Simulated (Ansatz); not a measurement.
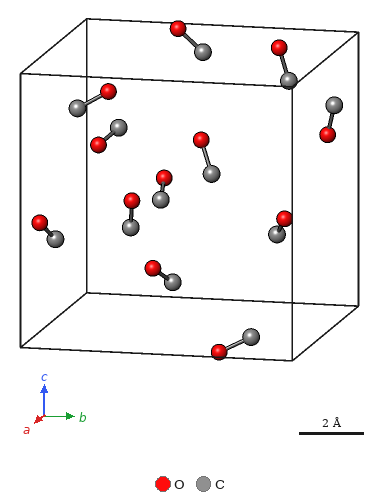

Starting frame of a dynamics run of a periodic cell with 12 CO at 0.802 g/cm³. The picture is a ball-and-stick view of the simulation cell, seen slightly off an axis.

Method: DFT PBE, scalar-relativistic, plane waves, PAW in Ansatz 0.2.0.

Input
```yaml
accuracy: low
crystal:
  lattice:
    - [8.862095, 0.0, 0.0]
    - [0.0, 8.862095, 0.0]
    - [0.0, 0.0, 8.862095]
  atoms:
    - { symbol: O, position: [0.20500721, 0.383226, 0.02062931] }
    - { symbol: C, position: [0.16400699, 0.46472281, -0.06928151] }
    - { symbol: O, position: [0.41360004, 0.14115906, 0.62598974] }
    - { symbol: C, position: [0.30258698, 0.18844854, 0.66910821] }
    - { symbol: O, position: [0.73433206, 0.25585722, 0.890712] }
    - { symbol: C, position: [0.75063963, 0.14587157, 0.82704776] }
    - { symbol: O, position: [0.82958762, 0.68619776, 0.97961331] }
    - { symbol: C, position: [0.81267875, 0.79978858, 1.03656464] }
    - { symbol: O, position: [0.68344113, -0.00917662, 0.3884045] }
    - { symbol: C, position: [0.58712408, 0.02502816, 0.31112249] }
    - { symbol: O, position: [0.46433234, 0.53143605, 0.67355098] }
    - { symbol: C, position: [0.49489771, 0.57691836, 0.5577048] }
    - { symbol: O, position: [0.07324434, 0.18125118, 0.35642021] }
    - { symbol: C, position: [0.01146734, 0.16187825, 0.2457951] }
    - { symbol: O, position: [0.67646164, 0.40537592, 0.24119192] }
    - { symbol: C, position: [0.57958542, 0.45458643, 0.17332804] }
    - { symbol: O, position: [0.41205031, 0.80549558, 0.01259948] }
    - { symbol: C, position: [0.39372022, 0.83671891, -0.11027501] }
    - { symbol: O, position: [0.86072545, 0.49164263, 0.61183898] }
    - { symbol: C, position: [0.97501325, 0.50688917, 0.55594316] }
    - { symbol: O, position: [0.99930733, 0.8833419, 0.61665072] }
    - { symbol: C, position: [1.03894656, 0.91758199, 0.73360539] }
    - { symbol: O, position: [0.24021274, 0.78367152, 0.35306733] }
    - { symbol: C, position: [0.15087326, 0.73401313, 0.27584788] }
basis:
  ecutwfc: 420.0
kpoints:
  mp_grid: { grid: [1, 1, 1] }
hamiltonian:
  xc: pbe
scf:
  occupations: { method: fermi_dirac, width: 0.05 }
  lower_state_search: "off"
md:
  timestep: 1.5
  n_steps: 290
  ensemble: nvt_langevin
  temperature: 500.0
  initial_velocities: maxwell_boltzmann
  seed: 775788
  friction: 0.02
```

Launched with:
```bash
ansatz run input.yaml --threads 1 --pin off --max-ram 3072MiB --backend cpu --events-out ev --progress --plain --runs-dir out
```

Q: Predict how the run goes.

A: Over the second half the temperature averages 518 K (spread ±85 K). The potential energy is still drifting at the end, so the run hasn't reached equilibrium. The potential energy in the second half lies on average 39.2 meV per atom above the first frame. Root-mean-square distances from the starting positions over the second half, with the common drift of all atoms taken out: C 1.12 Å, O 1.09 Å. The molecules turn and drift from their places.

Along the run (each row but the first and the last is the mean over the interval that it begins):

```json
{"time (fs)": "0.0", "potential energy (meV/atom)": "0.0", "T (K)": "479"}
{"time (fs)": "54.0", "potential energy (meV/atom)": "29.4", "T (K)": "559"}
{"time (fs)": "108.0", "potential energy (meV/atom)": "32.0", "T (K)": "529"}
{"time (fs)": "162.0", "potential energy (meV/atom)": "32.2", "T (K)": "500"}
{"time (fs)": "216.0", "potential energy (meV/atom)": "46.8", "T (K)": "509"}
{"time (fs)": "270.0", "potential energy (meV/atom)": "46.2", "T (K)": "531"}
{"time (fs)": "324.0", "potential energy (meV/atom)": "38.6", "T (K)": "595"}
{"time (fs)": "378.0", "potential energy (meV/atom)": "26.4", "T (K)": "436"}
{"time (fs)": "432.0", "potential energy (meV/atom)": "27.4", "T (K)": "521"}
```

The paths of the atoms:

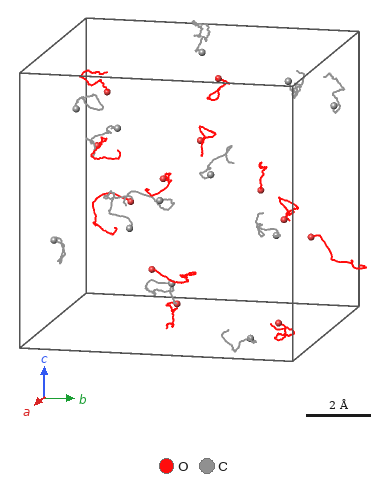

Limits of the set-up: the program's low-accuracy preset was used.
